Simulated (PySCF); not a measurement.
**Two runs on PH₃O₄**

System: PH₃O₄, SMILES O=P(O)(O)O.
Method of run 1: GIAO PBE0/pcSseg-2 NMR shielding, non-relativistic, gas phase (PySCF 2.14.0).

The geometry comes from this level: PBE0-D3(BJ)/def2-SVP. Text and figures count atoms from 1; the logs count them from 0 in places.

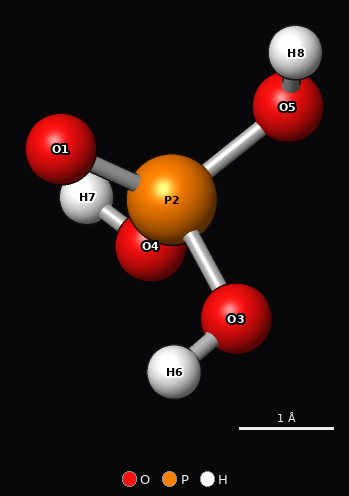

Fig. 1: The structure as given in the input (ball-and-stick view, seen at a tilt; atoms are numbered from 1 in the order of the input).

**Input file, run 1**
```
{"job": {"kind": "nmr", "xc": "PBE0", "basis": "pcSseg-2", "pop": false}, "charge": 0, "multiplicity": 1}
O     -1.074251     1.092519     0.540780
P     -0.095811     0.103183     0.050188
O     -0.633377    -0.944760    -1.038795
O      1.206943     0.699936    -0.670401
O      0.549934    -0.869829     1.149356
H     -1.279977    -0.527221    -1.622155
H      1.441021     1.556172    -0.289960
H     -0.096352    -1.091160     1.831847
```

The first line tells a small driver script what to run in PySCF; the rest is the geometry in Å.

Hardware: 1 CPU thread, shared host.

**Output (run 1)**
```
coarse grid: 7832 points
cycle   1  E = -643.6431480892  dE =  1.131e+00  |g| = 1.267e+00  |ddm| = 2.328e+00
cycle   2  E = -643.2688453346  dE =  3.743e-01  |g| = 1.915e+00  |ddm| = 1.710e+00
cycle   3  E = -643.9013321803  dE = -6.325e-01  |g| = 2.728e-01  |ddm| = 1.195e+00
cycle   4  E = -643.9141158470  dE = -1.278e-02  |g| = 7.394e-02  |ddm| = 1.733e-01
cycle   5  E = -643.9149948624  dE = -8.790e-04  |g| = 1.241e-02  |ddm| = 3.608e-02
cycle   6  E = -643.9150250186  dE = -3.016e-05  |g| = 3.093e-03  |ddm| = 1.027e-02
cycle   7  E = -643.9150266140  dE = -1.595e-06  |g| = 3.206e-04  |ddm| = 1.812e-03
final grid: 72880 points
cycle   8  E = -643.9045107757  dE = -5.975e-05  |g| = 5.706e-03  |ddm| = 1.675e-02
cycle   9  E = -643.9045042826  dE =  6.493e-06  |g| = 8.235e-03  |ddm| = 6.459e-03
cycle  10  E = -643.9045153015  dE = -1.102e-05  |g| = 1.221e-03  |ddm| = 4.473e-03
cycle  11  E = -643.9045155290  dE = -2.275e-07  |g| = 4.763e-04  |ddm| = 8.321e-04
cycle  12  E = -643.9045155663  dE = -3.727e-08  |g| = 7.909e-05  |ddm| = 2.389e-04
cycle  13  E = -643.9045155674  dE = -1.110e-09  |g| = 1.333e-05  |ddm| = 5.885e-05
cycle  14  E = -643.9045155674  dE = -3.047e-11  |g| = 3.014e-06  |ddm| = 9.534e-06
converged SCF energy = -643.9045155674

GIAO shielding tensors (ppm)
atom      isotropic    diamagn.    paramagn.     s11        s22        s33       span
  0 O      171.338     395.512    -224.174    143.693    144.985    225.334     81.641
  1 P      296.567     960.027    -663.461    225.683    227.491    436.526    210.843
  2 O      219.978     386.846    -166.868    175.487    189.369    295.077    119.589
  3 O      220.499     386.960    -166.460    175.716    188.601    297.182    121.466
  4 O      220.906     386.775    -165.869    176.106    190.847    295.766    119.660
  5 H       28.143      30.439      -2.297     21.555     23.281     39.592     18.037
  6 H       28.100      30.400      -2.300     21.514     23.254     39.531     18.017
  7 H       28.136      30.407      -2.271     21.546     23.249     39.613     18.067
```

For run 2 the input was changed thus:
```diff
-"xc": "PBE0"
+"xc": "B3LYP"
-O     -1.074251     1.092519     0.540780
-P     -0.095811     0.103183     0.050188
-O     -0.633377    -0.944760    -1.038795
-O      1.206943     0.699936    -0.670401
-O      0.549934    -0.869829     1.149356
-H     -1.279977    -0.527221    -1.622155
-H      1.441021     1.556172    -0.289960
-H     -0.096352    -1.091160     1.831847
+O     -1.128652     0.990227     0.631894
+P     -0.108682     0.094166     0.052355
+O     -0.630484    -0.990208    -1.007647
+O      1.077580     0.801096    -0.764070
+O      0.702003    -0.823622     1.089685
+H     -1.357342    -0.633687    -1.533991
+H      1.319366     1.643325    -0.358343
+H      0.144341    -1.062457     1.840976
```

Predict how the results change.

The total energies belong to different methods, so their difference says nothing on which is more stable or more accurate. The HOMO goes from −8.94 to −8.68 eV. The LUMO goes from −0.20 to −0.60 eV. Of all shieldings, the largest change is that of P2, by −13.3 ppm. The functional changes from PBE0 to B3LYP. The number of SCF iterations is the same.

**Output (run 2)**
```
coarse grid: 7832 points
cycle   1  E = -644.0504160025  dE =  1.175e+00  |g| = 1.409e+00  |ddm| = 2.346e+00
cycle   2  E = -643.4549876233  dE =  5.954e-01  |g| = 2.281e+00  |ddm| = 2.013e+00
cycle   3  E = -644.3613883086  dE = -9.064e-01  |g| = 3.288e-01  |ddm| = 1.464e+00
cycle   4  E = -644.3795605397  dE = -1.817e-02  |g| = 9.860e-02  |ddm| = 2.123e-01
cycle   5  E = -644.3811186750  dE = -1.558e-03  |g| = 1.482e-02  |ddm| = 4.590e-02
cycle   6  E = -644.3811616444  dE = -4.297e-05  |g| = 3.943e-03  |ddm| = 1.261e-02
cycle   7  E = -644.3811643678  dE = -2.723e-06  |g| = 4.674e-04  |ddm| = 2.392e-03
final grid: 72880 points
cycle   8  E = -644.3685200687  dE = -5.189e-05  |g| = 3.353e-03  |ddm| = 1.564e-02
cycle   9  E = -644.3685174769  dE =  2.592e-06  |g| = 4.915e-03  |ddm| = 4.073e-03
cycle  10  E = -644.3685214808  dE = -4.004e-06  |g| = 1.163e-03  |ddm| = 2.990e-03
cycle  11  E = -644.3685217016  dE = -2.209e-07  |g| = 3.198e-04  |ddm| = 7.536e-04
cycle  12  E = -644.3685217186  dE = -1.692e-08  |g| = 8.961e-05  |ddm| = 1.859e-04
cycle  13  E = -644.3685217197  dE = -1.155e-09  |g| = 2.482e-05  |ddm| = 5.325e-05
cycle  14  E = -644.3685217198  dE = -1.082e-10  |g| = 5.306e-06  |ddm| = 1.487e-05
converged SCF energy = -644.3685217198

GIAO shielding tensors (ppm)
atom      isotropic    diamagn.    paramagn.     s11        s22        s33       span
  0 O      169.038     395.990    -226.952    139.518    140.828    226.767     87.249
  1 P      283.316     959.313    -675.997    211.300    212.650    425.998    214.698
  2 O      217.467     386.723    -169.256    173.665    184.413    294.322    120.656
  3 O      216.705     386.705    -170.000    172.973    183.960    293.181    120.208
  4 O      216.913     386.900    -169.987    172.893    182.671    295.173    122.280
  5 H       28.315      30.685      -2.371     21.850     23.531     39.563     17.713
  6 H       28.334      30.739      -2.405     21.873     23.558     39.572     17.700
  7 H       28.296      30.730      -2.434     21.838     23.535     39.515     17.678
```

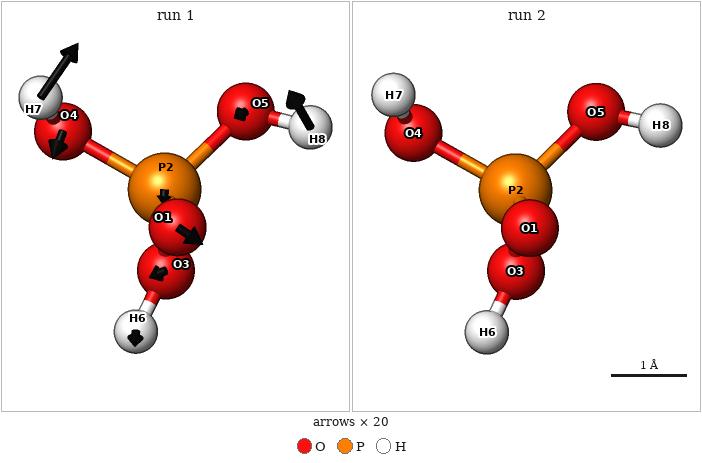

Fig. 2: The two input geometries at one scale (ball-and-stick view, seen at a tilt). The black arrows on the first give the shifts of the atoms after the best rigid fit, magnified 20 times. The atom that moves furthest after the best rigid fit is H7 (0.048 Å). By element the largest moves are H 0.048 Å, O 0.022 Å, P 0.011 Å.

**The two runs side by side**

| quantity | run 1 | run 2 |
| --- | --- | --- |
| outcome | converged | converged |
| total energy (hartree) | −643.904516 | −644.368522 |
| HOMO (eV) | −8.94 | −8.68 |
| LUMO (eV) | −0.20 | −0.60 |
| dipole moment (D) | 0.33 | 0.34 |
| shielding of O1 (ppm) | 171.3 | 169.0 |
| shielding of P2 (ppm) | 296.6 | 283.3 |
| shielding of O3 (ppm) | 220.0 | 217.5 |
| shielding of O4 (ppm) | 220.5 | 216.7 |
| shielding of O5 (ppm) | 220.9 | 216.9 |
| shielding of H6 (ppm) | 28.1 | 28.3 |
| shielding of H7 (ppm) | 28.1 | 28.3 |
| SCF iterations | 14 | 14 |
| basis functions | 229 | 229 |
| wall time (shared host) | 32 s | 23 s |
